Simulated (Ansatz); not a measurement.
**AlN (F-43m): the dielectric response against the k mesh**

Aim: how dense a k mesh do ε∞ and the zone-centre modes of AlN (F-43m) need?

Program: Ansatz 0.2.0. Level of theory: DFT LDA, scalar-relativistic, plane waves, PAW; PAW set soft_1. Results are calculated unless marked as measured.

## (1) The structure

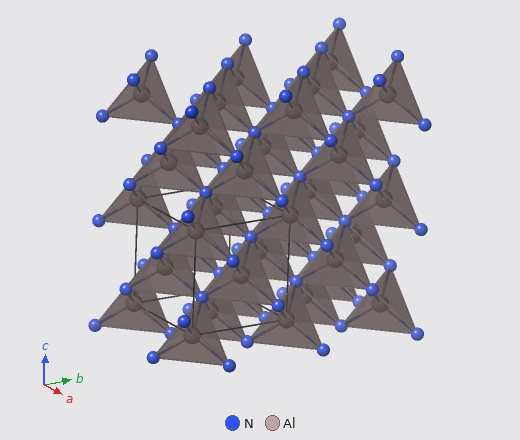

Start, viewed slightly off an axis; nitrogen blue, aluminium light grey. 1×2×2 cells are drawn. This picture shows the conventional cell, with its axes. Some periodic images of atoms are drawn too.

As a file:

```cif
data_structure
_symmetry_space_group_name_H-M 'F-43m'
_symmetry_Int_Tables_number 216
_cell_length_a 4.3680
_cell_length_b 4.3680
_cell_length_c 4.3680
_cell_angle_alpha 90.000
_cell_angle_beta 90.000
_cell_angle_gamma 90.000
_cell_volume 83.34
loop_
_atom_site_label
_atom_site_type_symbol
_atom_site_symmetry_multiplicity
_atom_site_Wyckoff_symbol
_atom_site_fract_x
_atom_site_fract_y
_atom_site_fract_z
_atom_site_occupancy
N1 N 4 d 0.25000 0.25000 0.75000 1
Al1 Al 4 a 0.00000 0.00000 0.00000 1
```

## (2) Bringing the structure to rest

Harmonic phonons are second derivatives at a point where the forces vanish, and they are wanted at zero stress, so atoms and cell are relaxed first.

File input.yaml:

```yaml
crystal:
  lattice:
    - [0.0, 2.1839935596, 2.1839935596]
    - [2.1839935596, 0.0, 2.1839935596]
    - [2.1839935596, 2.1839935596, 0.0]
  atoms:
    - { symbol: "N", position: [0.25, 0.25, 0.25] }
    - { symbol: Al, position: [0.0, 0.0, 0.0] }
kpoints:
  mp_grid: { grid: [10, 10, 10] }
hamiltonian:
  xc: lda
  pseudopotentials: { kind: paw, azcp: { folder: soft_1 }, xc_functional: pbe }
scf:
  occupations: { method: gaussian, width: 0.02 }
output:
  forces: true
  stress: true
  eigenvalues: true
  write_density: true
  write_potential: true
  elf: true
  volumetric_format: npy
relax:
  adjacent_minimum: "off"
  f_tol: 0.005
  max_steps: 80
  cell: { stress_tol: 0.05 }
```

Run with:

```
$ ansatz run input.yaml --threads 4 --pin off --max-ram 10240MiB --backend cpu --events-out ev --progress --plain --runs-dir out
```

Numbers of over 12 decimals in the logs are rounded to 6 here.

Log:

```text
Engine: ansatz 0.2.0, x86_64-unknown-linux-gnu
Pseudopotentials: kind: paw
Pseudopotential: N, paw, valence charge 5, recommended cutoff 420 eV (normal), soft_1/N.paw.azcp
Pseudopotential: Al, paw, valence charge 3, recommended cutoff 420 eV (normal), soft_1/Al.paw.azcp
Functional definition: SPW92
  exchange = slater_x
  correlation = pw_c
Crystal: 2 atoms, lattice volume = 20.835 Å³
Basis set: ecut = 420 eV, 411 PW (Γ)
Bands: 8, of which v1, the nominal top of the filled ones, is band 4 counted from 1 (3 counted from 0)
Symmetry: 24 space group operations
Space group: F-43m (ITA 216), of the structure as read, at distance tolerance 2.8e-5 Å
k-points: 47 of 1000 (time reversal used)
Non-local potential: N, projectors of the file, l = 0: 2, l = 1: 2, l = 2: 1
Non-local potential: Al, projectors of the file, l = 0: 2, l = 1: 2, l = 2: 1
PAW form: soft (Blöchl's): semilocal exchange-correlation on the pseudo side does not see the compensation charge
PAW frozen core: N, regenerated for the run's functional, and the local potential with it (the file was generated under x = pbe(κ = 0.804, μ = 0.219515), c = pbe(β = 0.066725))
PAW frozen core: Al, regenerated for the run's functional, and the local potential with it (the file was generated under x = pbe(κ = 0.804, μ = 0.219515), c = pbe(β = 0.066725))
PAW one-centre angular grid: N, 110 points (default); XC on 64 Gauss nodes
PAW one-centre angular grid: Al, 110 points (default); XC on 64 Gauss nodes
Initial density: superposition of atomic densities (chi_scale 0.1, normalization cell, long waves kept (reshape's long-wave potential 0.00 eV rms))
Initial wavefunctions: pseudopotential atomic-orbital guess
Functional: x = slater, c = lda
SCF iter   1: F=—  HF=-891.283016 eV  |F-HF|=—  |Δ(HF+E_count)|=         —  Δρ=1.34e-1  dr2=4.56e0  ethr=3.10e-3  ⟨swp⟩=4.6  Hψ=2749  notcnv=0
preconditioner: auto → none  [insulator: Δε(μ)=5.576 eV  Ē_g=16.419 eV  σ=0.020 eV  W_gap=1.00  n_scr=0 (ndim 8)  ℏωp=23.0 eV  f_vac=0.000  D(μ)=0.00/eV (n_scr^D=0)  ε∞_Penn≈3.0]
SCF iter   2: F=—  HF=-890.059086 eV  |F-HF|=—  |Δ(HF+E_count)|=    1.22e0  Δρ=7.75e-2  dr2=7.73e-1  ethr=3.10e-3  ⟨swp⟩=3.0  Hψ=1257  notcnv=0
SCF iter   3: F=—  HF=-889.827000 eV  |F-HF|=—  |Δ(HF+E_count)|=   2.32e-1  Δρ=2.20e-2  dr2=5.21e-2  ethr=3.10e-3  ⟨swp⟩=2.4  Hψ=907  notcnv=0
SCF iter   4: F=—  HF=-889.807046 eV  |F-HF|=—  |Δ(HF+E_count)|=   2.00e-2  Δρ=1.00e-3  dr2=7.65e-5  ethr=6.51e-4  ⟨swp⟩=2.0  Hψ=619  notcnv=0
SCF iter   5: F=—  HF=-889.807007 eV  |F-HF|=—  |Δ(HF+E_count)|=   3.96e-5  Δρ=2.82e-4  dr2=5.58e-6  ethr=9.56e-7  ⟨swp⟩=2.0  Hψ=556  notcnv=0
SCF iter   6: F=-889.807003 eV  HF=-889.807003 eV  |F-HF|=3.82e-8  |Δ(HF+E_count)|=   3.43e-6  Δρ=2.78e-5  dr2=7.66e-8  ethr=1.25e-9  ⟨swp⟩=5.2  Hψ=1937  notcnv=0
SCF 1 converged in 6 iterations: F = -889.807003 eV  dr2 = 7.66e-8
  greatest PAW one-centre occupation: 0.782 electrons in one spin orbital (limit 2), on the N atom at site 0 (counted from 0), in its partial waves of l = 0
relax step   1: F+E_penalty+E_count = -889.80700307 eV  Δ(F+E_penalty+E_count) = +0.000e0 eV  max|allowed force component| = 2.082e-16 eV/Å  Δτ_max = 0.0000 Å  P = -3.622 GPa  Ω = 20.835 Å³  (6 SCF iters, dr2 threshold 1.00e-7 eV, accepted)
Crystal: 2 atoms, lattice volume = 20.652 Å³
Initial density: handed on by an earlier stage of this run
Initial wavefunctions: those handed on with the density
iter 1 solved again at ethr=1.27e-5 eV; its pass at ethr=3.10e-3 eV (dr2=1.01e-3 eV) is discarded
SCF iter   1: F=—  HF=-889.810874 eV  |F-HF|=—  |Δ(HF+E_count)|=         —  Δρ=2.08e-3  dr2=1.02e-3  ethr=1.27e-5  ⟨swp⟩=1.0  Hψ=3045  notcnv=0
preconditioner: auto → none  [insulator: Δε(μ)=3.278 eV  Ē_g=15.313 eV  σ=0.020 eV  W_gap=1.00  n_scr=0 (ndim 8)  ℏωp=23.1 eV  f_vac=0.000  D(μ)=0.00/eV (n_scr^D=0)  ε∞_Penn≈3.3]
SCF iter   2: F=—  HF=-889.810604 eV  |F-HF|=—  |Δ(HF+E_count)|=   2.70e-4  Δρ=1.03e-3  dr2=1.56e-4  ethr=1.27e-5  ⟨swp⟩=2.2  Hψ=708  notcnv=0
SCF iter   3: F=—  HF=-889.810553 eV  |F-HF|=—  |Δ(HF+E_count)|=   5.08e-5  Δρ=1.91e-4  dr2=5.20e-6  ethr=1.96e-6  ⟨swp⟩=2.5  Hψ=541  notcnv=0
SCF iter   4: F=-889.810550 eV  HF=-889.810550 eV  |F-HF|=4.84e-9  |Δ(HF+E_count)|=   3.66e-6  Δρ=1.30e-5  dr2=1.68e-8  ethr=2.50e-9  ⟨swp⟩=5.3  Hψ=1956  notcnv=0
SCF 2 converged in 4 iterations: F = -889.810550 eV  dr2 = 1.68e-8
relax step   2: F+E_penalty+E_count = -889.81054970 eV  Δ(F+E_penalty+E_count) = -3.547e-3 eV  max|allowed force component| = 6.708e-17 eV/Å  Δτ_max = 0.0000 Å  P = -1.825 GPa  Ω = 20.652 Å³  energy of the carried Pulay correction = +4.296e-4 eV  (4 SCF iters, dr2 threshold 2.00e-7 eV, accepted)
Crystal: 2 atoms, lattice volume = 20.469 Å³
iter 1 solved again at ethr=1.31e-5 eV; its pass at ethr=3.10e-3 eV (dr2=1.05e-3 eV) is discarded
SCF iter   1: F=—  HF=-889.812339 eV  |F-HF|=—  |Δ(HF+E_count)|=         —  Δρ=2.13e-3  dr2=1.06e-3  ethr=1.31e-5  ⟨swp⟩=1.0  Hψ=3046  notcnv=0
preconditioner: auto → none  [insulator: Δε(μ)=3.282 eV  Ē_g=15.400 eV  σ=0.020 eV  W_gap=1.00  n_scr=0 (ndim 8)  ℏωp=23.2 eV  f_vac=0.000  D(μ)=0.00/eV (n_scr^D=0)  ε∞_Penn≈3.3]
SCF iter   2: F=—  HF=-889.812058 eV  |F-HF|=—  |Δ(HF+E_count)|=   2.81e-4  Δρ=1.03e-3  dr2=1.57e-4  ethr=1.31e-5  ⟨swp⟩=2.2  Hψ=709  notcnv=0
SCF iter   3: F=—  HF=-889.812006 eV  |F-HF|=—  |Δ(HF+E_count)|=   5.18e-5  Δρ=1.91e-4  dr2=5.13e-6  ethr=1.96e-6  ⟨swp⟩=2.5  Hψ=541  notcnv=0
SCF iter   4: F=-889.812002 eV  HF=-889.812002 eV  |F-HF|=4.49e-9  |Δ(HF+E_count)|=   3.74e-6  Δρ=1.31e-5  dr2=1.67e-8  ethr=2.50e-9  ⟨swp⟩=5.3  Hψ=1960  notcnv=0
SCF 3 converged in 4 iterations: F = -889.812002 eV  dr2 = 1.67e-8
  greatest PAW one-centre occupation: 0.783 electrons in one spin orbital (limit 2), on the N atom at site 0 (counted from 0), in its partial waves of l = 0
relax step   3: F+E_penalty+E_count = -889.81200247 eV  Δ(F+E_penalty+E_count) = -1.453e-3 eV  max|allowed force component| = 1.411e-16 eV/Å  Δτ_max = 0.0000 Å  P = +0.046 GPa  Ω = 20.469 Å³  energy of the carried Pulay correction = +8.618e-4 eV  (4 SCF iters, dr2 threshold 2.00e-7 eV, accepted)
Initial wavefunctions: pseudopotential atomic-orbital guess (no wavefunctions were taken with the density)
iter 1 solved again at ethr=5.11e-8 eV; its pass at ethr=3.10e-3 eV (dr2=4.09e-6 eV) is discarded
SCF iter   1: F=—  HF=-889.811239 eV  |F-HF|=—  |Δ(HF+E_count)|=         —  Δρ=9.01e-5  dr2=2.61e-7  ethr=5.11e-8  ⟨swp⟩=2.8  Hψ=3879  notcnv=0
preconditioner: auto → none  [insulator: Δε(μ)=3.249 eV  Ē_g=15.384 eV  σ=0.020 eV  W_gap=1.00  n_scr=0 (ndim 8)  ℏωp=23.2 eV  f_vac=0.000  D(μ)=0.00/eV (n_scr^D=0)  ε∞_Penn≈3.3]
SCF iter   2: F=—  HF=-889.811238 eV  |F-HF|=—  |Δ(HF+E_count)|=   3.58e-7  Δρ=4.23e-5  dr2=7.37e-8  ethr=3.27e-9  ⟨swp⟩=2.6  Hψ=545  notcnv=0
SCF iter   3: F=—  HF=-889.811238 eV  |F-HF|=—  |Δ(HF+E_count)|=   1.67e-8  Δρ=1.74e-5  dr2=1.33e-8  ethr=9.22e-10  ⟨swp⟩=2.1  Hψ=522  notcnv=0
SCF iter   4: F=—  HF=-889.811238 eV  |F-HF|=—  |Δ(HF+E_count)|=   1.31e-9  Δρ=1.19e-6  dr2=6.43e-11  ethr=1.67e-10  ⟨swp⟩=2.6  Hψ=555  notcnv=0
SCF iter   5: F=-889.811238 eV  HF=-889.811238 eV  |F-HF|=1.14e-13  |Δ(HF+E_count)|=  3.42e-11  Δρ=2.07e-8  dr2=4.18e-14  ethr=1.00e-12  ⟨swp⟩=4.6  Hψ=1172  notcnv=0
SCF 4 converged in 5 iterations: F = -889.811238 eV  dr2 = 4.18e-14
relax step   4: F+E_penalty+E_count = -889.81123831 eV  Δ(F+E_penalty+E_count) = +7.642e-4 eV  max|allowed force component| = 1.249e-16 eV/Å  Δτ_max = 0.0000 Å  P = -0.030 GPa  Ω = 20.469 Å³  stress off target by 3.00e-2 GPa  SCF on the basis re-selected at this cell (its energy is not comparable with the rows above)  (5 SCF iters)
basis re-selected at this cell: Δ(F+E_penalty+E_count) = +7.642e-4 eV, ΔP = -0.076 GPa vs the last step (what re-selecting the basis moved, of the pressure what is left beyond the Pulay correction that the steps carried, after the strain that the cell walked since its last selection, with what the two solves' SCF thresholds leave and, on support functions, any second-order correction that the steps lacked; it is no m [...]
SCF converged after 5 iterations
Free energy (F): -889.811238 eV
Harris-Foulkes:  -889.811238 eV  (|F-HF|=1.14e-13)
Internal energy: -889.811238 eV  (E = F + TS)
E sigma→0 (E₀):  -889.811238 eV
Fermi energy:    8.478880 eV
--- Per-component energies (eV) ---
  E_band       = 14.515823
  E_kinetic    = 156.772690
  E_local      = -208.064101  (includes V_loc(G=0)·N_el)
  E_nonlocal   = 46.757489
  E_hartree    = 75.724075
  E_xc         = -98.120220
  E_vxc        = -106.821847  (∫ρ·V_xc dr)
  E_paw        = -564.659863  (= ΣΔE_a)
  E_vpaw       = -25.577448  (= ΣTr[D̂ρ^β])
  E_aug_tail   = 0.000892  (compensation charges beyond the density's cutoff)
  E_ewald      = -298.357962
  E_core_change = 0.135761  (= ΣΔE_core)
  E_smearing   = -0.000000  (= −TS)
  E_closure    = -0.000000  (closes the sum)
  Σ components = -889.811238   (vs F -889.811238, Δ=0.00e0)
--- Forces (eV/Å), atoms counted from 1 ---
  atom   1  N      0.00000000     0.00000000     0.00000000
  atom   2  Al    -0.00000000    -0.00000000    -0.00000000
  max |Σ_I F_I| component: 1.20e-16 eV/Å
--- Stress (GPa, compression-positive) ---
       -0.030010       0.000000       0.000000
        0.000000      -0.030010       0.000000
       -0.000000       0.000000      -0.030010
  P = ⅓ Tr σ = -0.0300 GPa (-0.300 kbar)
--- Band table (eV; the first three rows and the last of 47) ---
  k-point 0: bands = ["-8.0597", "6.8541", "6.8541", "6.8541", "11.2398", "19.3829", "19.3829", "19.3829"]
  k-point 1: bands = ["-7.9074", "6.0497", "6.8021", "6.8021", "11.8803", "19.0001", "19.5163", "19.5163"]
  k-point 2: bands = ["-7.4729", "4.4316", "6.6725", "6.6725", "12.9745", "18.2132", "19.4350", "19.4350"]
  k-point 46: bands = ["-5.1632", "2.7055", "3.6905", "4.1736", "12.5314", "17.6548", "19.2552", "19.5180"]
--- Relaxed structure (3 steps of the walk, 3 accepted, 1 SCFs on fresh bases) ---
  F+E_penalty+E_count = -889.81123831 eV   max|allowed force component| = 1.249e-16 eV/Å   (the final SCF, on the basis selected at the relaxed cell)
  cell:  # Å, volume = 20.4692 Å³
    - [0, 2.171151, 2.171151]
    - [2.171151, 0, 2.171151]
    - [2.171151, 2.171151, 0]
  atoms:
    - { symbol: N, position: [0.250000, 0.250000, 0.250000] }
    - { symbol: Al, position: [0, 0, 0] }
```

Run time: 0.61 s. Hardware: 4 threads of AMD EPYC 9B45 (Zen 5), shared host; peak memory 0.35 GiB; 1.8 s of CPU time.

The steps of the relaxation:

| step | energy less that of the first step (eV) | largest force component (eV/Å) | pressure (GPa) | volume (Å³) |
| --- | --- | --- | --- | --- |
| 1 | 0.0000 | 0.0000 | -3.62 | 20.83 |
| 2 | -0.0035 | 0.0000 | -1.82 | 20.65 |
| 3 | -0.0050 | 0.0000 | 0.05 | 20.47 |
| 4* | -0.0042 | 0.0000 | -0.03 | 20.47 |

Relaxation steps marked * repeat the geometry before them on a plane-wave basis chosen anew for their cell, so energy and pressure can jump there.

The run keeps the 24 symmetry operations that it works with, so distortions that break them were not tested.

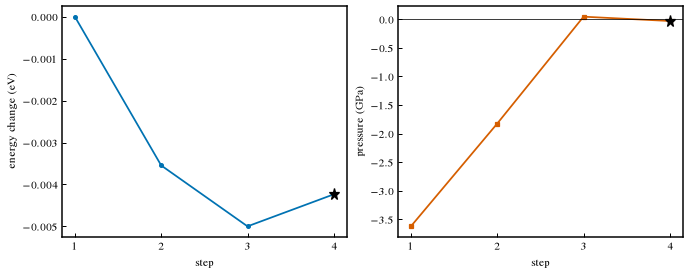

Energy and pressure along the relaxation. Stars mark steps on a basis chosen anew.

| conventional cell, symmetrised | before | after | change |
| --- | --- | --- | --- |
| a (Å) | 4.368 | 4.342 | -0.6 % |
| b (Å) | 4.368 | 4.342 | -0.6 % |
| c (Å) | 4.368 | 4.342 | -0.6 % |
| volume (Å³/atom) | 10.42 | 10.23 | -1.8 % |

Final coordinates:

```
N Al
1.0
     0.00000    2.17115    2.17115
     2.17115    0.00000    2.17115
     2.17115    2.17115    0.00000
N Al
1 1
Cartesian
  1.0856 1.0856 1.0856
  0.0000 0.0000 0.0000
```

This step gave:

* pressure: -0.03001 GPa
* gap on the k-mesh: 3.250 eV
* volume per atom: 10.23 Å³

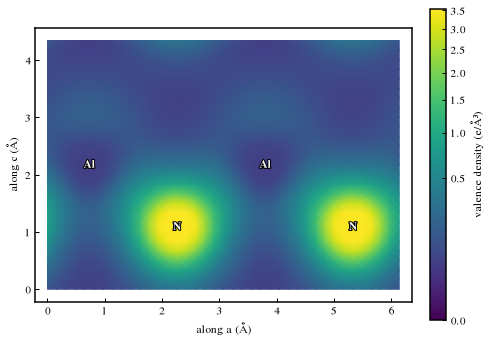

Valence density in the ac plane of a cell with a along [110], b along [-110] and c along [001] of the cube at fractional y = 0.500, with atoms of N and Al within 0.2 Å of it. It is the smooth field of the valence electrons, not physical close to the nuclei. The map starts off the cell's origin, so that atoms lie inside it. The colour scale is stretched toward low values.

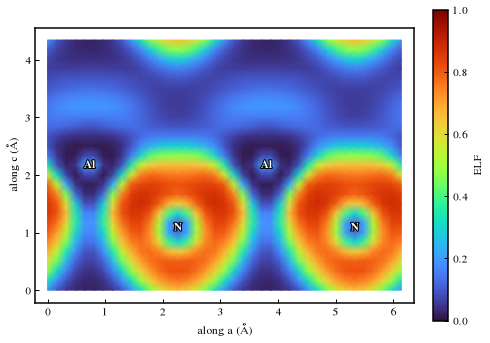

ELF in the ac plane of a cell with a along [110], b along [-110] and c along [001] of the cube at fractional y = 0.500, with atoms of N and Al within 0.2 Å of it. It is the smooth field of the valence electrons, not physical close to the nuclei. The map starts off the cell's origin, so that atoms lie inside it.

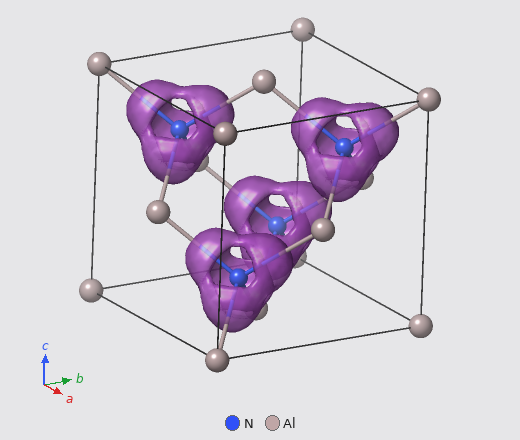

Surface of ELF = 0.8. Bonds to atoms that aren't drawn are left out.

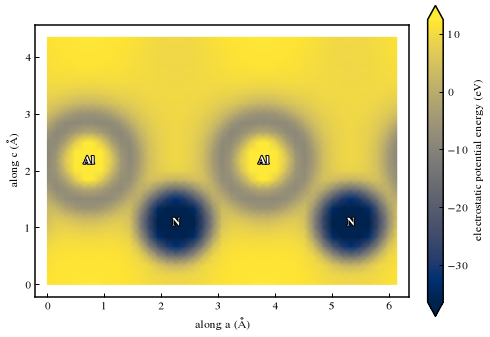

Electrostatic potential energy in the ac plane of a cell with a along [110], b along [-110] and c along [001] of the cube at fractional y = 0.500, with atoms of N and Al within 0.2 Å of it. With pseudopotentials it is smooth inside the atoms' cores, unlike the true potential. The map starts off the cell's origin, so that atoms lie inside it.

In this step the volume went from 10.42 to 10.23 Å³/atom.

## (3) Tight relaxation

Phonons need small forces and stress, so the relaxation is finished with tight tolerances on 12×12×12 k points.

File input.yaml:

```yaml
crystal:
  lattice:
    - [0.0, 2.1711512261, 2.1711512261]
    - [2.1711512261, 0.0, 2.1711512261]
    - [2.1711512261, 2.1711512261, 0.0]
  atoms:
    - { symbol: "N", position: [0.25, 0.25, 0.25] }
    - { symbol: Al, position: [0.0, 0.0, 0.0] }
kpoints:
  mp_grid: { grid: [12, 12, 12] }
hamiltonian:
  xc: lda
  pseudopotentials: { kind: paw, azcp: { folder: soft_1 }, xc_functional: pbe }
scf:
  occupations: { method: fixed }
output:
  forces: true
  stress: true
  eigenvalues: true
relax:
  adjacent_minimum: "off"
  f_tol: 0.001
  max_steps: 60
  cell: { stress_tol: 0.01 }
```

Log:

```text
[...]
Crystal: 2 atoms, lattice volume = 20.469 Å³
Basis set: ecut = 420 eV, 411 PW (Γ)
Bands: 8, of which v1, the nominal top of the filled ones, is band 4 counted from 1 (3 counted from 0)
Symmetry: 24 space group operations
[...]
k-points: 72 of 1728 (time reversal used)
[...]
-0.000000       0.000000       0.000880
  P = ⅓ Tr σ = 0.0009 GPa (0.009 kbar)
--- Band table (eV; the first three rows and the last of 72) ---
[...]
--- Relaxed structure (3 steps of the walk, 3 accepted, 1 SCFs on fresh bases) ---
[...]
cell:  # Å, volume = 20.4662 Å³
    - [0, 2.171045, 2.171045]
    - [2.171045, 0, 2.171045]
    - [2.171045, 2.171045, 0]
  atoms:
    - { symbol: N, position: [0.25, 0.25, 0.25] }
    - { symbol: Al, position: [0, 0, 0] }
[key lines of the parts left out:]
SCF converged after 4 iterations
Free energy (F): -889.811233 eV
Fermi energy:    6.855612 eV
```

Wall time 0.69 s (4 threads); peak memory 0.35 GiB; 2.2 s of CPU time.

Little changed from the start: no atom moved by 0.005 Å and no cell edge by 0.1 %.

Numbers from this step:

| Item | Value |
| --- | --- |
| pressure | 8.80e-4 GPa |

The forces vanish by symmetry and the pressure is 0.001 GPa, within the tolerances set. The cell now holds 10.23 Å³/atom.

(Part 1 of 2 ends here.)

[Logs are printed without paths, hosts, clocks, repeated set-up lines and the standing remarks that a program may print on its own settings, such as how far it seeks lower states.]

[Hosts, paths, dates, database ids (printed as entryN), source tags and the programs' standing remarks are cut or masked in the printed files.]
